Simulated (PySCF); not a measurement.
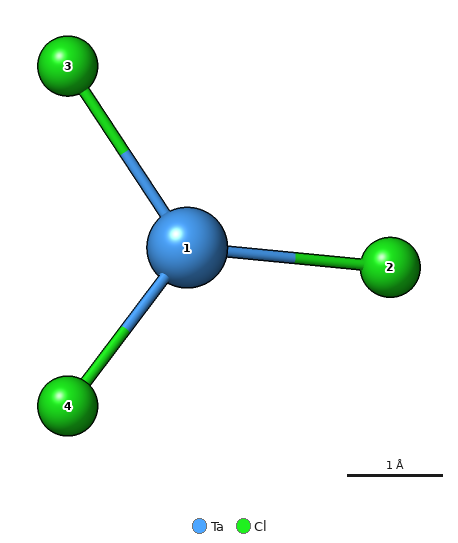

*The structure (ball-and-stick view, seen at a tilt; atoms are numbered from 1 in the order of the input). Sticks mark near contacts.*

Bond lengths as drawn: Cl–Ta 2.27 to 2.29 Å.

## TaCl₃: frequency calculation

The run: frequency calculation of TaCl₃, multiplicity 3. Method and program: UKS-based PBE0, Ta def2-TZVP with ECP60, Cl def2-TZVP; non-relativistic Hamiltonian with a scalar-relativistic core potential; density fitting (PySCF 2.14.0).

Log
```
init E= -1437.34836222113
  alpha nocc = 33  HOMO = -0.213426113815406  LUMO = -0.0625497945089186
  beta  nocc = 31  HOMO = -0.351919720262634  LUMO = -0.0935473379073519
  HOMO = -0.213426113815  LUMO = -0.0935473379074  gap/eV = 3.26207
cycle= 1 E= -1437.34836222113  delta_E= 7.28e-12  |g|= 5.33e-06  |ddm|= 6.72e-06
  alpha nocc = 33  HOMO = -0.213423866981633  LUMO = -0.0625478081496948
  beta  nocc = 31  HOMO = -0.351920028674933  LUMO = -0.0935451944794271
  HOMO = -0.213423866982  LUMO = -0.0935451944794  gap/eV = 3.26206
Extra cycle  E= -1437.34836222108  delta_E= 5e-11  |g|= 1.08e-05  |ddm|= 1.36e-05
converged SCF energy = -1437.34836222108  <S^2> = 2.0076015  2S+1 = 3.0050634
```

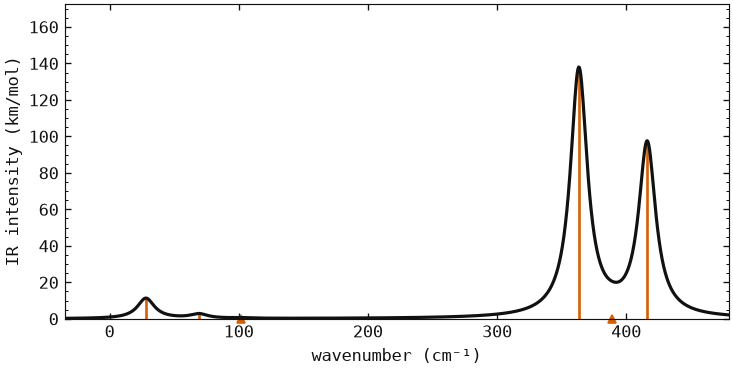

*Harmonic infrared spectrum, unscaled: sticks (degenerate modes added up, dark ones marked on the axis) with a Lorentzian envelope of 16 cm⁻¹ full width, scaled to the tallest stick.*

6 modes from 28 to 416 cm⁻¹, none imaginary. The strongest line is at 363 cm⁻¹ (138 km/mol). All modes, in cm⁻¹ (km/mol): 28 (11.3), 69 (2.4), 102 (0.3), 363 (138), 389 (1.1), 416 (96).

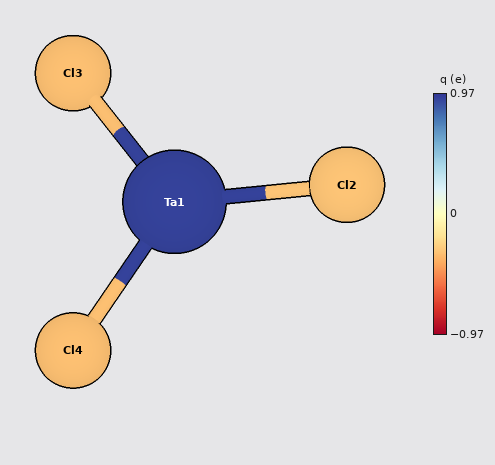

*Mulliken charges, as the colour of each atom (ball-and-stick view, seen at a tilt; atoms are numbered from 1 in the order of the input; Mulliken charges depend strongly on the basis).*

By element: Ta +0.93 and Cl −0.32 to −0.30 e.

The run was set up as follows.

Input file
```python
from pyscf import gto, scf, dft
mol = gto.M(atom='''
Ta     0.047191    -0.000000    -0.000000
Cl     2.315422    -0.000000    -0.000000
Cl    -1.287987     1.859614     0.000000
Cl    -1.287987    -1.859614     0.000000''',
    basis={'Ta': 'def2-TZVP', 'Cl': 'def2-TZVP'},
    ecp={'Ta': 'def2-TZVP'},
    charge=0, spin=2)
mf = dft.UKS(mol, xc='PBE0')
mf.grids.atom_grid = (75, 302)
aux = {'Ta': 'def2-universal-JKFIT', 'Cl': 'def2-universal-JKFIT'}
mf = mf.density_fit(auxbasis=aux)
mf.conv_tol = 1e-09
mf.diis_space = 10
mf.max_cycle = 60
mf.verbose = 4
mf.kernel()
```

The script is an equivalent of the set-up of the self-consistent field. The run itself was carried out by a driver, which started from the orbitals of the step before it where there was one and computed the further properties.

Launched with:
```bash
OMP_NUM_THREADS=4 python axn.py task.json out
```

Summary

| quantity | value |
| --- | --- |
| outcome | converged |
| total energy | −1437.348362 hartree |
| ⟨S²⟩ | 2.008 |
| zero-point energy | 0.003115 hartree |
| dipole moment | 1.02 D |
| wavenumbers, lowest and highest | 28 and 416 cm⁻¹ |
| hardware | 4 threads of Arm Neoverse V1, 112 GiB of memory available, shared host |
| wall time | 1.9 min (CPU time 6.2 min) |
| peak memory | 1.5 GiB |
